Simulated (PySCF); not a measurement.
# BF (SMILES [B]F): M06-L/def2-TZVPPD

What is the energy change on altering one bond length of BF at M06-L/def2-TZVPPD? 

The calculation is run with PySCF 2.14.0.

5 further runs of the same task are left out: 5 set aside as unsound or not needed.

## Step 1: The system as given

BF has 2 atoms, charge 0, and is taken as a singlet. SMILES: `[B]F`. The shape is that of a GFN2-xTB optimisation.

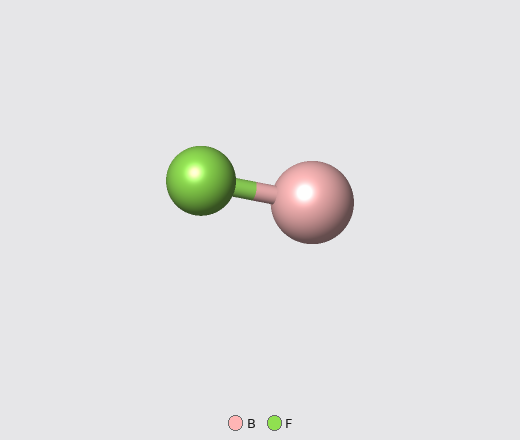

Viewed from a chosen angle; boron pink, fluorine green.

## Step 2: A single-point energy at M06-L/def2-TZVPPD

job.py reads:

```python
# 13768-60-0
from pyscf import gto, dft

molecule = gto.Mole()
molecule.atom = '''
B      0.000000     0.000000     0.000000
F      0.000000     0.000000     2.351556
'''
molecule.max_memory = 1860
molecule.spin = 0
molecule.unit = 'bohr'
molecule.basis = 'def2-tzvppd'
molecule.verbose = 4
molecule.charge = 0
molecule.build()

mf = dft.RKS(molecule)
mf.xc = 'm06-l'
mf.conv_tol = 1e-10
mf.grids.level = 5
mf.kernel()
if not mf.converged:
    mf = mf.newton().run(mf.mo_coeff, mf.mo_occ)

e_tot = mf.e_tot
print('E(%s) = %.9f' % ('M06-L', e_tot))
```

Command:

```
$ OMP_NUM_THREADS=1 python job.py
```

What it wrote:

```text
PySCF version 2.14.0

[INPUT] num. atoms = 2
[INPUT] num. electrons = 14
[INPUT] charge = 0
[INPUT] spin (= nelec alpha-beta = 2S) = 0
[INPUT] symmetry False subgroup None
[INPUT] Mole.unit = bohr
[INPUT] Symbol           X                Y                Z      unit          X                Y                Z       unit  Magmom
[INPUT]  1 B      0.000000000000   0.000000000000   0.000000000000 AA    0.000000000000   0.000000000000   0.000000000000 Bohr   0.0
[INPUT]  2 F      0.000000000000   0.000000000000   1.244389845402 AA    0.000000000000   0.000000000000   2.351556000000 Bohr   0.0

nuclear repulsion = 19.1362655195113
number of shells = 27
number of NR pGTOs = 107
number of NR cGTOs = 77
basis = def2-tzvppd
ecp = {}

******** <class 'pyscf.dft.rks.RKS'> ********
method = RKS
initial guess = minao
damping factor = 0
level_shift factor = 0
DIIS = <class 'pyscf.scf.diis.CDIIS'>
diis_start_cycle = 1
diis_space = 8
diis_damp = 0
SCF conv_tol = 1e-10
SCF conv_tol_grad = None
SCF max_cycles = 50
direct_scf = True
direct_scf_tol = 1e-13
XC library pyscf.dft.libxc version 7.0.0
    S. Lehtola, C. Steigemann, M. J.T. Oliveira, and M. A.L. Marques.,  SoftwareX 7, 1–5 (2018)
XC functionals = m06-l
    Y. Zhao and D. G. Truhlar.,  Theor. Chem. Acc. 120, 215 (2008)
radial grids:
    Treutler-Ahlrichs [JCP 102, 346 (1995); DOI:10.1063/1.469408] (M4) radial grids

becke partition: Becke, JCP 88, 2547 (1988); DOI:10.1063/1.454033
pruning grids: <function nwchem_prune>
grids dens level: 5
symmetrized grids: False
atomic radii adjust function: <function treutler_atomic_radii_adjust>
small_rho_cutoff = 0
Set gradient conv threshold to 1e-05
Initial guess from minao.
tot grids = 87040
init E= -124.814808082331
  HOMO = -0.268707668966609  LUMO = -0.0659169871986869  gap/eV = 5.51822
cycle= 1 E= -124.669741193006  delta_E= 0.145  |g|=  0.4  |ddm|= 1.15
  HOMO = -0.252637923213484  LUMO = -0.0452235438387833  gap/eV = 5.64403
cycle= 2 E= -124.606661748255  delta_E= 0.0631  |g|= 0.744  |ddm|= 0.705
  HOMO = -0.243318256140977  LUMO = -0.0506144043859987  gap/eV = 5.24374
cycle= 3 E= -124.691150331796  delta_E= -0.0845  |g|= 0.0563  |ddm|= 0.361
  HOMO = -0.25435113733916  LUMO = -0.0573669798305136  gap/eV = 5.36021
cycle= 4 E= -124.691819949107  delta_E= -0.00067  |g|= 0.00974  |ddm|= 0.103
  HOMO = -0.251468504856419  LUMO = -0.0554117246617636  gap/eV = 5.33498
cycle= 5 E= -124.691849805406  delta_E= -2.99e-05  |g|= 0.00149  |ddm|= 0.0194
  HOMO = -0.251867258955819  LUMO = -0.0558241683677766  gap/eV = 5.33460
cycle= 6 E= -124.69185029576  delta_E= -4.9e-07  |g|= 0.000385  |ddm|= 0.00786
  HOMO = -0.251986751255028  LUMO = -0.0559142417771133  gap/eV = 5.33540
cycle= 7 E= -124.691850342535  delta_E= -4.68e-08  |g|= 6.35e-05  |ddm|= 0.00305
  HOMO = -0.251996121926918  LUMO = -0.0559252795460768  gap/eV = 5.33536
cycle= 8 E= -124.691850344371  delta_E= -1.84e-09  |g|= 1.03e-05  |ddm|= 0.00076
  HOMO = -0.251998495973176  LUMO = -0.0559285201375593  gap/eV = 5.33534
cycle= 9 E= -124.691850344418  delta_E= -4.7e-11  |g|= 1.11e-06  |ddm|= 0.000129
  HOMO = -0.251998566931331  LUMO = -0.0559286498572539  gap/eV = 5.33533
Extra cycle  E= -124.691850344418  delta_E= -1.71e-13  |g|= 1.7e-06  |ddm|= 6.9e-06
converged SCF energy = -124.691850344418
E(M06-L) = -124.691850344
```

It took 8.1 s on 1 thread of Arm Neoverse V2, shared host; peak memory 0.39 GiB.

## Step 3: The distorted shape

start.xyz reads:

```xyz
2
BF
B      0.000000     0.000000    -0.186610
F      0.000000     0.000000     1.244390
```

job.py reads:

```python
from pyscf import gto, dft

system = gto.Mole()
system.atom = 'start.xyz'
system.basis = 'def2-tzvppd'
system.spin = 0
system.max_memory = 1860
system.verbose = 4
system.build()

ks = dft.RKS(system)
ks.xc = 'm06-l'
ks.conv_tol = 1e-10
ks.grids.level = 5
ks.kernel()
if not ks.converged:
    ks = ks.newton().run(ks.mo_coeff, ks.mo_occ)

etot = ks.e_tot
print('E = %.10f Eh' % etot)
```

Command:

```
$ OMP_NUM_THREADS=1 python job.py
```

What it wrote:

```text
PySCF version 2.14.0

[INPUT] num. atoms = 2
[INPUT] num. electrons = 14
[INPUT] charge = 0
[INPUT] spin (= nelec alpha-beta = 2S) = 0
[INPUT] symmetry False subgroup None
[INPUT] Mole.unit = angstrom
[INPUT] Symbol           X                Y                Z      unit          X                Y                Z       unit  Magmom
[INPUT]  1 B      0.000000000000   0.000000000000  -0.186610000000 AA    0.000000000000   0.000000000000  -0.352641792105 Bohr   0.0
[INPUT]  2 F      0.000000000000   0.000000000000   1.244390000000 AA    0.000000000000   0.000000000000   2.351556292148 Bohr   0.0

nuclear repulsion = 16.6407927962264
number of shells = 27
number of NR pGTOs = 107
number of NR cGTOs = 77
basis = def2-tzvppd
ecp = {}

******** <class 'pyscf.dft.rks.RKS'> ********
method = RKS
initial guess = minao
damping factor = 0
level_shift factor = 0
DIIS = <class 'pyscf.scf.diis.CDIIS'>
diis_start_cycle = 1
diis_space = 8
diis_damp = 0
SCF conv_tol = 1e-10
SCF conv_tol_grad = None
SCF max_cycles = 50
direct_scf = True
direct_scf_tol = 1e-13
XC library pyscf.dft.libxc version 7.0.0
    S. Lehtola, C. Steigemann, M. J.T. Oliveira, and M. A.L. Marques.,  SoftwareX 7, 1–5 (2018)
XC functionals = m06-l
    Y. Zhao and D. G. Truhlar.,  Theor. Chem. Acc. 120, 215 (2008)
radial grids:
    Treutler-Ahlrichs [JCP 102, 346 (1995); DOI:10.1063/1.469408] (M4) radial grids

becke partition: Becke, JCP 88, 2547 (1988); DOI:10.1063/1.454033
pruning grids: <function nwchem_prune>
grids dens level: 5
symmetrized grids: False
atomic radii adjust function: <function treutler_atomic_radii_adjust>
small_rho_cutoff = 0
Set gradient conv threshold to 1e-05
[... 1 set-up line as earlier in the session ...]
tot grids = 87040
init E= -124.636209858449
  HOMO = -0.27217290344425  LUMO = -0.0799183627796542  gap/eV = 5.23151
cycle= 1 E= -124.629930076988  delta_E= 0.00628  |g|= 0.508  |ddm|= 0.979
  HOMO = -0.279787002134047  LUMO = -0.0881113323198239  gap/eV = 5.21576
cycle= 2 E= -124.290644152117  delta_E= 0.339  |g|= 1.49  |ddm|= 0.898
  HOMO = -0.269561405971356  LUMO = -0.0855501340002432  gap/eV = 5.00720
cycle= 3 E= -124.672896028954  delta_E= -0.382  |g|= 0.0392  |ddm|= 0.623
  HOMO = -0.276408574178909  LUMO = -0.0892437190809919  gap/eV = 5.09302
cycle= 4 E= -124.673305973733  delta_E= -0.00041  |g|= 0.0191  |ddm|= 0.0671
  HOMO = -0.273654988117606  LUMO = -0.0874380337712159  gap/eV = 5.06722
cycle= 5 E= -124.673393617727  delta_E= -8.76e-05  |g|= 0.00171  |ddm|= 0.0154
  HOMO = -0.274089630438915  LUMO = -0.0877337122611684  gap/eV = 5.07100
cycle= 6 E= -124.673394382306  delta_E= -7.65e-07  |g|= 0.000652  |ddm|= 0.00667
  HOMO = -0.274175992378069  LUMO = -0.0877998757597899  gap/eV = 5.07155
cycle= 7 E= -124.673394471552  delta_E= -8.92e-08  |g|= 6.05e-05  |ddm|= 0.00122
  HOMO = -0.274160241758295  LUMO = -0.0877885266080871  gap/eV = 5.07143
cycle= 8 E= -124.673394472677  delta_E= -1.12e-09  |g|= 1.4e-05  |ddm|= 0.000234
  HOMO = -0.274165347253934  LUMO = -0.0877935601095417  gap/eV = 5.07143
cycle= 9 E= -124.673394472727  delta_E= -5.08e-11  |g|= 2.11e-06  |ddm|= 0.000106
  HOMO = -0.274165113939738  LUMO = -0.0877934241152452  gap/eV = 5.07143
Extra cycle  E= -124.673394472728  delta_E= -6.82e-13  |g|= 2.45e-06  |ddm|= 1.75e-05
converged SCF energy = -124.673394472728
E = -124.6733944727 Eh
```

It took 8.1 s on 1 thread of Arm Neoverse V2, shared host; peak memory 0.4 GiB.

## Step 4: Results

Level: M06-L/def2-TZVPPD.

```
                                                         quantity          value
                                        first shape: total energy  -124.69185 Eh
                                       first shape: dipole moment         1.20 D
                                         first shape: HOMO energy       -6.86 eV
                                         first shape: LUMO energy       -1.52 eV
                                       first shape: HOMO–LUMO gap        5.34 eV
                                    distorted shape: total energy  -124.67339 Eh
                                   distorted shape: dipole moment         0.20 D
                                     distorted shape: HOMO energy       -7.46 eV
                                     distorted shape: LUMO energy       -2.39 eV
                                   distorted shape: HOMO–LUMO gap        5.07 eV
energy change with the B1–F2 bond stretched from 1.244 to 1.431 Å       0.502 eV
```

With the B1–F2 bond stretched from 1.244 to 1.431 Å the energy rises by 0.50 eV (48.5 kJ/mol). The first shape isn't relaxed at this level, so the change isn't measured from a minimum.
